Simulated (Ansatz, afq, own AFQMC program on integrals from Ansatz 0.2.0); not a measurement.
**BSiH₄ (doublet): quantum Monte Carlo beside coupled cluster at distance Si1–B2 = 1.700 Å, 6-31G**

Aim: compute BSiH₄ (doublet) with auxiliary-field quantum Monte Carlo on the same integrals as coupled cluster, and set the energies side by side.

Computed with Ansatz 0.2.0, Gaussian basis, and an in-house AFQMC program (afq) on its integrals; all values are calculated. Level: 6-31G, frozen cores.

To be run: PBE (unrestricted); r2SCAN (unrestricted); PBE0 (unrestricted); B3LYP (unrestricted); wB97M-V (unrestricted); B2PLYP (unrestricted); CCSD(T) on UHF; CCSDT(Q) on UHF; Phaseless AFQMC, CISD trial on UHF; Phaseless AFQMC, first-order trial on UHF.

2 further runs of the same task are left out: 2 that didn't finish.

## 1. The geometry

The geometry derives from a PBE0/def2-TZVP stationary point (not a proven minimum). One bond is set to the value named and the two fragments are kept rigid.

6 atoms, charge 0, spin multiplicity 2.

Atoms are counted from 1 here; the program's logs count them from 0.

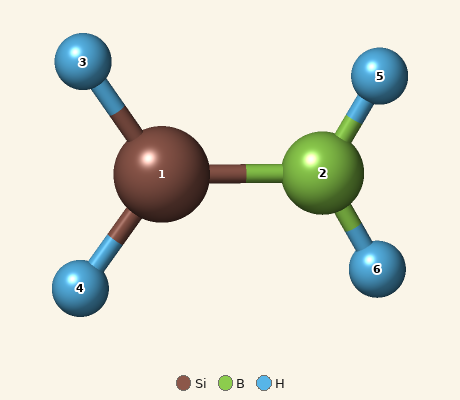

The structure; silicon brown, boron green, hydrogen blue; atoms are numbered from 1 in the order of the file.

## 2. PBE (unrestricted)

in.yaml reads:

```yaml
crystal:
  periodic: [false, false, false]
  atoms:
    - {symbol: Si, position_ang: [0.000000, 0.000000, 0.495992]}
    - {symbol: B, position_ang: [0.000000, 0.000000, -1.204008]}
    - {symbol: H, position_ang: [0.000000, 1.218724, 1.342898]}
    - {symbol: H, position_ang: [0.000000, -1.218724, 1.342898]}
    - {symbol: H, position_ang: [0.000000, 1.037036, -1.796116]}
    - {symbol: H, position_ang: [0.000000, -1.037036, -1.796116]}
basis:
  gaussian: {orbitals: 6-31G}
magnetization: {spin_polarized: true, initial_magnetization: 1}
hamiltonian: {xc: {name: PBE}}
output: {orbitals: {seedname: orbitals}}
```

On the command line:

```sh
ansatz run in.yaml --threads 1 --pin off --events-out ev --progress --plain --max-ram 1382MiB
```

What it wrote:

```text
Functional definition: PBE
  name "PBE"
  cite "Perdew, Burke & Ernzerhof, Phys. Rev. Lett. 77, 3865 (1996) doi:10.1103/PhysRevLett.77.3865"
  parent pbe
  parameter kappa = 0.804
  parameter beta = 0.06672455060314922
  exchange = pbe_x(kappa = kappa, mu = beta*pi^2/3)
  correlation = pbe_c(beta = beta)
394 factors; integrals over basis functions are off by at most 2.4e-4 eV
mean field evaluation 1: about -8606.4789 eV, gradient 2.0e1 eV
mean field evaluation 2: about -8604.9018 eV, gradient 2.3e1 eV
mean field evaluation 4: about -8609.3848 eV, gradient 4.4e-1 eV
mean field evaluation 8: about -8609.3757 eV, gradient 1.1e-2 eV
mean field -8609.37569985 eV, -316.3887213250 hartree, gradient 2.0e-5 eV, S^2 0.751939; 0 other end points of the search recorded, 0 dependent functions left out
reference -8609.37573259 eV, -316.3887225280 hartree; 12, 11 occupied and 18, 19 virtual orbitals, 394 factors
Total energy: -8609.37573259 eV, -316.3887225280 hartree
```

It took 0.33 s on 1 thread of AMD EPYC 9R45 (Zen 5), shared host.

From the report: ⟨S²⟩ of the determinant 0.752 (pure doublet: 0.75).

## 3. r2SCAN (unrestricted)

Changes to in.yaml since step 2:

```diff
@@ -12,3 +12,2 @@
 magnetization: {spin_polarized: true, initial_magnetization: 1}
-hamiltonian: {xc: {name: PBE}}
-output: {orbitals: {seedname: orbitals}}
+hamiltonian: {xc: {name: r2SCAN}}
```

The command is unchanged.

What it wrote:

```text
Functional definition: r2SCAN
  name "r2SCAN"
  cite "Furness, Kaplan, Ning, Perdew & Sun, J. Phys. Chem. Lett. 11, 8208 (2020) doi:10.1021/acs.jpclett.0c02405"
  cite "Furness, Kaplan, Ning, Perdew & Sun, J. Phys. Chem. Lett. 11, 9248 (2020) doi:10.1021/acs.jpclett.0c03077"
  parent r2scan
  parameter k0 = 0.174
  parameter k1 = 0.065
  parameter a1 = 4.9479
  exchange = r2scan_x(k0 = k0, k1 = k1, a1 = a1)
  correlation = r2scan_c
394 factors; integrals over basis functions are off by at most 2.4e-4 eV
mean field evaluation 1: about -8611.4327 eV, gradient 1.7e1 eV
mean field evaluation 2: about -8610.9553 eV, gradient 1.8e1 eV
mean field evaluation 4: about -8613.5683 eV, gradient 3.1e-1 eV
mean field evaluation 8: about -8613.5585 eV, gradient 4.5e-3 eV
mean field -8613.55848941 eV, -316.5424360060 hartree, gradient 6.2e-5 eV, S^2 0.753915; 0 other end points of the search recorded, 0 dependent functions left out
reference -8613.55849949 eV, -316.5424363767 hartree; 12, 11 occupied and 18, 19 virtual orbitals, 394 factors
Total energy: -8613.55849949 eV, -316.5424363767 hartree
```

Run time: 0.6 s. Hardware: 1 thread of AMD EPYC 9R45 (Zen 5), shared host.

From the report: ⟨S²⟩ of the determinant 0.754 (pure doublet: 0.75).

## 4. PBE0 (unrestricted)

Changes to in.yaml since step 3:

```diff
@@ -12,2 +12,3 @@
 magnetization: {spin_polarized: true, initial_magnetization: 1}
-hamiltonian: {xc: {name: r2SCAN}}
+hamiltonian: {xc: {name: PBE0}}
+output: {orbitals: {seedname: orbitals}}
```

Launched as before.

What it wrote:

```text
Functional definition: PBE0
  name "PBE0"
  cite "Adamo & Barone, J. Chem. Phys. 110, 6158 (1999) doi:10.1063/1.478522"
  cite "Perdew, Burke & Ernzerhof, Phys. Rev. Lett. 77, 3865 (1996) doi:10.1103/PhysRevLett.77.3865"
  parent pbe
  parameter a = 0.25
  parameter kappa = 0.804
  parameter beta = 0.06672455060314922
  exchange = (1 - a)*pbe_x(kappa = kappa, mu = beta*pi^2/3) + a*exact_x
  correlation = pbe_c(beta = beta)
394 factors; integrals over basis functions are off by at most 2.4e-4 eV
mean field evaluation 1: about -8608.8270 eV, gradient 1.4e1 eV
mean field evaluation 2: about -8609.0883 eV, gradient 1.3e1 eV
mean field evaluation 4: about -8610.3269 eV, gradient 4.3e-1 eV
mean field evaluation 8: about -8610.4207 eV, gradient 5.8e-2 eV
mean field evaluation 16: about -8610.4207 eV, gradient 2.6e-5 eV
mean field -8610.42072198 eV, -316.4271251799 hartree, gradient 2.6e-5 eV, S^2 0.752430; 0 other end points of the search recorded, 0 dependent functions left out
reference -8610.42074649 eV, -316.4271260805 hartree; 12, 11 occupied and 18, 19 virtual orbitals, 394 factors
Total energy: -8610.42074649 eV, -316.4271260805 hartree
```

Run time: 0.42 s. Hardware: 1 thread of AMD EPYC 9R45 (Zen 5), shared host.

From the report: ⟨S²⟩ of the determinant 0.752 (pure doublet: 0.75).

## 5. B3LYP (unrestricted)

Changes to in.yaml since step 4:

```diff
@@ -12,3 +12,2 @@
 magnetization: {spin_polarized: true, initial_magnetization: 1}
-hamiltonian: {xc: {name: PBE0}}
-output: {orbitals: {seedname: orbitals}}
+hamiltonian: {xc: {name: B3LYP}}
```

The command is unchanged.

What it wrote, shortened:

```text
Functional definition: B3LYP
  name "B3LYP"
  cite "Stephens, Devlin, Chabalowski & Frisch, J. Phys. Chem. 98, 11623 (1994) doi:10.1021/j100096a001"
  cite "Becke, Phys. Rev. A 38, 3098 (1988) doi:10.1103/PhysRevA.38.3098"
  cite "Lee, Yang & Parr, Phys. Rev. B 37, 785 (1988) doi:10.1103/PhysRevB.37.785"
  cite "Vosko, Wilk & Nusair, Can. J. Phys. 58, 1200 (1980) doi:10.1139/p80-159"
[...]
394 factors; integrals over basis functions are off by at most 2.4e-4 eV
[...]
mean field -8615.67205735 eV, -316.6201081952 hartree, gradient 2.0e-5 eV, S^2 0.751581; 0 other end points of the search recorded, 0 dependent functions left out
reference -8615.67226887 eV, -316.6201159687 hartree; 12, 11 occupied and 18, 19 virtual orbitals, 394 factors
Total energy: -8615.67226887 eV, -316.6201159687 hartree
```

Run time: 0.42 s. Hardware: 1 thread of AMD EPYC 9R45 (Zen 5), shared host.

From the report: ⟨S²⟩ of the determinant 0.752 (pure doublet: 0.75).

## 6. wB97M-V (unrestricted)

Changes to in.yaml since step 5:

```diff
@@ -12,2 +12,3 @@
 magnetization: {spin_polarized: true, initial_magnetization: 1}
-hamiltonian: {xc: {name: B3LYP}}
+hamiltonian: {xc: {name: wB97M-V}}
+output: {orbitals: {seedname: orbitals}}
```

Same command.

What it wrote, shortened:

```text
Functional definition: wB97M-V
  name "wB97M-V"
  cite "Mardirossian & Head-Gordon, J. Chem. Phys. 144, 214110 (2016) doi:10.1063/1.4952647"
  cite "Becke, J. Chem. Phys. 107, 8554 (1997) doi:10.1063/1.475007"
  cite "Vydrov & Van Voorhis, J. Chem. Phys. 133, 244103 (2010) doi:10.1063/1.3521275"
  # Of w^i u^j: cxij and so on, Table III.
[...]
  gx(w, u) = 1 - cx + cx01*u + cx10*w
  gss(w, u) = css00 + css04*u^4 + css10*w + css20*w^2 + css43*w^4*u^3
  gos(w, u) = cos00 + cos10*w + (cos20 + cos21*u)*w^2 + (cos60 + cos61*u)*w^6
[...]
      + integral(e_c_pw_mod_opposite_spin*gos(b97_w_opposite, b97_u_opposite)) + vv10(b, c)
394 factors; integrals over basis functions are off by at most 2.4e-4 eV
155 factors; integrals over basis functions are off by at most 4.4e-6 eV
[...]
mean field -8613.44661597 eV, -316.5383247329 hartree, gradient 2.0e-5 eV, S^2 0.751089; 0 other end points of the search recorded, 0 dependent functions left out
reference -8613.44665067 eV, -316.5383260082 hartree; 12, 11 occupied and 18, 19 virtual orbitals, 394 factors
Total energy: -8613.44665067 eV, -316.5383260082 hartree
```

Run time: 1.6 s. Hardware: 1 thread of AMD EPYC 9R45 (Zen 5), shared host.

From the report: ⟨S²⟩ of the determinant 0.751 (pure doublet: 0.75).

## 7. B2PLYP (unrestricted)

Changes to in.yaml since step 6:

```diff
@@ -12,3 +12,3 @@
 magnetization: {spin_polarized: true, initial_magnetization: 1}
-hamiltonian: {xc: {name: wB97M-V}}
-output: {orbitals: {seedname: orbitals}}
+hamiltonian: {xc: {name: B2PLYP}}
+correlation: {electrons: outside_noble_gas}
```

Same command.

What it wrote, shortened:

```text
Functional definition: B2PLYP
  name "B2PLYP"
  cite "Grimme, J. Chem. Phys. 124, 034108 (2006) doi:10.1063/1.2148954"
  cite "Becke, Phys. Rev. A 38, 3098 (1988) doi:10.1103/PhysRevA.38.3098"
  cite "Lee, Yang & Parr, Phys. Rev. B 37, 785 (1988) doi:10.1103/PhysRevB.37.785"
[...]
394 factors; integrals over basis functions are off by at most 2.4e-4 eV
[...]
mean field -8608.47093465 eV, -316.3554718171 hartree, gradient 7.1e-6 eV, S^2 0.752860; 0 other end points of the search recorded, 0 dependent functions left out
6 core orbitals not correlated: weight in the atoms' cores, before any rotation towards them, 1.000 or more for the frozen orbitals, at most 0.000 for the correlated occupied ones
reference -8608.47106855 eV, -316.3554767380 hartree; 6, 5 occupied and 18, 19 virtual orbitals, 394 factors
second order -3.39875978 eV of doubles, -0.00000000 eV of singles
Total energy: -8609.38873369 eV, -316.3892003099 hartree
```

It took 0.39 s on 1 thread of AMD EPYC 9R45 (Zen 5), shared host.

From the report: ⟨S²⟩ of the determinant 0.753 (pure doublet: 0.75).

## 8. CCSD(T) on UHF

Changes to in.yaml since step 7:

```diff
@@ -12,3 +12,2 @@
 magnetization: {spin_polarized: true, initial_magnetization: 1}
-hamiltonian: {xc: {name: B2PLYP}}
-correlation: {electrons: outside_noble_gas}
+correlation: {method: ccsd_t, electrons: outside_noble_gas, hamiltonian_folder: ham}
```

Launched as before.

What it wrote, shortened:

```text
Functional definition: HF
  name "HF"
  cite "Fock, Z. Phys. 61, 126 (1930) doi:10.1007/BF01340294"
  parent pbe
[...]
394 factors; integrals over basis functions are off by at most 2.4e-4 eV
[...]
mean field -8592.85708194 eV, -315.7816733135 hartree, gradient 1.1e-6 eV, S^2 0.757403; 1 other end points of the search recorded, 0 dependent functions left out
6 core orbitals not correlated: weight in the atoms' cores, before any rotation towards them, 1.000 or more for the frozen orbitals, at most 0.000 for the correlated occupied ones
reference -8592.85708194 eV, -315.7816733135 hartree; 6, 5 occupied and 18, 19 virtual orbitals, 394 factors
second order -2.67815331 eV of doubles, -0.00000000 eV of singles
cycle   1  -3.22140405 eV  change   -5.4e-1 eV  update   5.9e-2
[...]
cycle   9  -3.46930675 eV  change    9.9e-6 eV  update   7.5e-6
perturbative correction -0.06316970 eV, -0.0023214436 hartree
Total energy: -8596.38955838 eV, -315.9114894283 hartree
```

Wall time 0.27 s (1 thread of AMD EPYC 9R45 (Zen 5), shared host).

From the report: ⟨S²⟩ of the determinant 0.757 (pure doublet: 0.75); correlation -3.5325 eV; T1 0.012; largest double amplitude 0.03.

This run also writes the integrals to the folder ham.

## 9. CCSDT(Q) on UHF

Changes to in.yaml since step 8:

```diff
@@ -12,2 +12,2 @@
 magnetization: {spin_polarized: true, initial_magnetization: 1}
-correlation: {method: ccsd_t, electrons: outside_noble_gas, hamiltonian_folder: ham}
+correlation: {method: ccsdt_q, electrons: outside_noble_gas}
```

The command is unchanged.

What it wrote, shortened:

```text
Functional definition: HF
  name "HF"
  cite "Fock, Z. Phys. 61, 126 (1930) doi:10.1007/BF01340294"
  parent pbe
[...]
679 factors; integrals over basis functions are off by at most 1.2e-7 eV
[...]
mean field -8592.85718138 eV, -315.7816769680 hartree, gradient 9.9e-7 eV, S^2 0.757403; 1 other end points of the search recorded, 0 dependent functions left out
6 core orbitals not correlated: weight in the atoms' cores, before any rotation towards them, 1.000 or more for the frozen orbitals, at most 0.000 for the correlated occupied ones
reference -8592.85718138 eV, -315.7816769680 hartree; 6, 5 occupied and 18, 19 virtual orbitals, 679 factors
second order -2.67818665 eV of doubles, -0.00000000 eV of singles
cycle   1  -3.22141659 eV  change   -5.4e-1 eV  update   6.3e-2
[...]
cycle  13  -3.54938501 eV  change   -8.7e-7 eV  update   5.0e-7
perturbative correction -0.00190996 eV, -0.0000701896 hartree
Total energy: -8596.40847635 eV, -315.9121846508 hartree
```

Run time: 2.7 s. Hardware: 1 thread of AMD EPYC 9R45 (Zen 5), shared host.

From the report: ⟨S²⟩ of the determinant 0.757 (pure doublet: 0.75); correlation -3.5513 eV; T1 0.012; largest double amplitude 0.03.

## 10. Phaseless AFQMC, CISD trial on UHF

It reads the integrals that the CCSD(T) run on this determinant wrote.

On the command line:

```sh
afq ham --method phaseless --trial cisd --walkers 80 --populations 1 --least-time 40 --time-step 0.005 --steps-per-block 50 --equilibration-blocks 28 --max-blocks 300 --target-error 0.0004 --factor-cut 1e-05 --start spin_pure --seed 418 --release-times 0.24,0.51,0.99,1.62,2.4 --release-step 0.03 --release-every 4 --taylor-order 6
```

What it wrote:

```text
orbitals 24  electrons 6 5  factors 174 of 394
reference energy -315.78167331 Eh
CCSD correlation -0.12749456 Eh in 10 cycles, weight of the determinant in the CISD state 0.9190
energy of the start -315.909071 Eh
 block  time / (1/Eh)  mean weight  energy / Eh
     1     0.250  1.0000  -315.907770
     2     0.500  0.9984  -315.907856
     3     0.750  1.0009  -315.909551
     4     1.000  0.9988  -315.910386
     5     1.250  0.9985  -315.913506
     6     1.500  1.0001  -315.913623
     7     1.750  1.0006  -315.910841
     8     2.000  0.9996  -315.910806
     9     2.250  0.9995  -315.912120
    10     2.500  1.0002  -315.911104
    13     3.250  1.0001  -315.911341
    17     4.250  0.9991  -315.912366
    21     5.250  1.0002  -315.912481
    25     6.250  1.0003  -315.911443
    29     7.250  0.9981  -315.915598
    33     8.250  1.0002  -315.913355
    37     9.250  1.0009  -315.912209
    41    10.250  0.9998  -315.910795
    45    11.250  0.9984  -315.912004
    49    12.250  0.9993  -315.910790
    53    13.250  1.0016  -315.909698
    57    14.250  0.9978  -315.914075
    61    15.250  1.0005  -315.912182
    65    16.250  1.0010  -315.913709
    69    17.250  1.0002  -315.913115
    73    18.250  1.0009  -315.913853
    77    19.250  0.9992  -315.912192
    81    20.250  0.9992  -315.913376
    85    21.250  0.9999  -315.911462
    89    22.250  1.0006  -315.912154
    93    23.250  1.0014  -315.910133
    97    24.250  1.0004  -315.911486
   101    25.250  1.0002  -315.911914
   105    26.250  0.9991  -315.912607
   109    27.250  1.0004  -315.912983
   113    28.250  0.9992  -315.911200
   117    29.250  1.0004  -315.913175
   121    30.250  0.9993  -315.911253
   125    31.250  1.0001  -315.912103
   129    32.250  0.9995  -315.910778
   133    33.250  1.0007  -315.912332
   137    34.250  1.0000  -315.913385
   141    35.250  0.9993  -315.911812
   145    36.250  1.0000  -315.912597
   149    37.250  1.0003  -315.913947
   153    38.250  1.0010  -315.911427
   157    39.250  0.9997  -315.911738
   161    40.250  0.9993  -315.911463
   165    41.250  1.0007  -315.911883
   169    42.250  0.9999  -315.910889
   173    43.250  1.0002  -315.913952
   177    44.250  0.9989  -315.913328
   181    45.250  0.9972  -315.911596
   185    46.250  1.0017  -315.912370
blocks merged  error / Eh  count
     1  0.000117  160
     2  0.000148  80
     4  0.000195  40
     8  0.000203  20
    16  0.000176  10
released: time / (1/Eh)  energy / Eh  error  mean overlap
  0.24  -315.912496  0.000216  0.9949
  0.51  -315.912463  0.000201  0.9934
  0.99  -315.912461  0.000181  0.9862
  1.62  -315.912211  0.000170  0.9892
  2.40  -315.912073  0.000154  0.9901
energy -315.912181 +/- 0.000203 Eh
```

Run time: 57 s. Hardware: 1 thread of AMD EPYC 9R45 (Zen 5), shared host.

Energy -8596.4084 ± 0.0055 eV. Caveats: constraint bias not in the error.

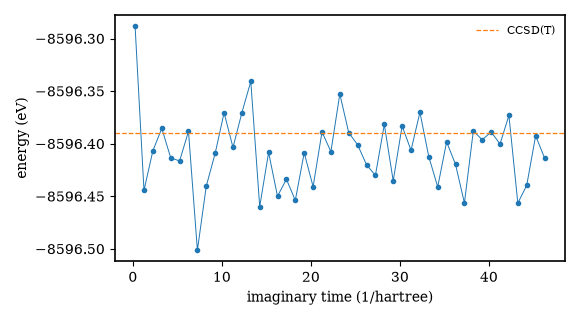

Block energies along the walk.

## 11. Phaseless AFQMC, first-order trial on UHF (settings varied)

It reads the integrals that the CCSD(T) run on this determinant wrote.

On the command line:

```sh
afq ham --method phaseless --trial mp1 --walkers 40 --populations 1 --least-time 40 --time-step 0.04 --steps-per-block 50 --equilibration-blocks 2 --max-blocks 10 --target-error 0.0008 --factor-cut 1e-05 --start spin_pure --seed 396 --taylor-order 4
```

What it wrote:

```text
orbitals 24  electrons 6 5  factors 174 of 394
reference energy -315.78167331 Eh
CCSD correlation -0.12749456 Eh in 10 cycles, weight of the determinant in the CISD state 0.9190
energy of the start -315.880386 Eh
 block  time / (1/Eh)  mean weight  energy / Eh
     1     2.000  0.9995  -315.906360
     2     4.000  1.0161  -315.910405
     3     6.000  1.0076  -315.918184
     4     8.000  0.9928  -315.912261
     5    10.000  0.9942  -315.913638
     6    12.000  0.9908  -315.914008
     7    14.000  1.0058  -315.909732
     8    16.000  1.0179  -315.911037
     9    18.000  0.9800  -315.905363
    10    20.000  1.0259  -315.908942
    11    22.000  1.0000  -315.910738
    12    24.000  1.0016  -315.923614
no energy: too few blocks
```

Run time: 1.2 s. Hardware: 1 thread of AMD EPYC 9R45 (Zen 5), shared host.

No energy. The run doesn't count as converged.

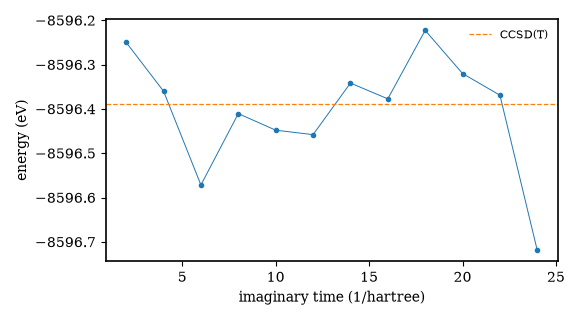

Block energies along the walk.

## 12. All levels side by side

On the UHF determinant, counted from CCSDT(Q) (a yardstick, not exact):

```csv
level,energy (eV),from CCSDT(Q) (kcal/mol),statistical error (kcal/mol),time
HF,-8592.8571,+81.90,,
MP2,-8595.5352,+20.14,,
CCSD,-8596.3264,+1.89,,
CCSD(T),-8596.3896,+0.44,,
CCSDT(Q),-8596.4085,0.00,,
"Phaseless AFQMC, CISD trial, step 0.005, 80 walkers",-8596.4084,0.00,0.13,57 s
```

The functionals' totals stand on their own zeros and serve differences with other points: PBE -8609.376 eV; r2SCAN -8613.558 eV; PBE0 -8610.421 eV; B3LYP -8615.672 eV; wB97M-V -8613.447 eV; B2PLYP -8609.389 eV.

## 13. Summary of results

```
                                        quantity                 value
                    CCSD(T) on UHF from CCSDT(Q)        +0.44 kcal/mol
Phaseless AFQMC, CISD trial on UHF from CCSDT(Q)  0.00 ± 0.13 kcal/mol
```

**Reading.** On UHF the phaseless walk with the CISD trial lies 0.00 kcal/mol from CCSDT(Q), within three error bars. Error bars are statistical and leave out the constraint, the time step and what remains of the start.
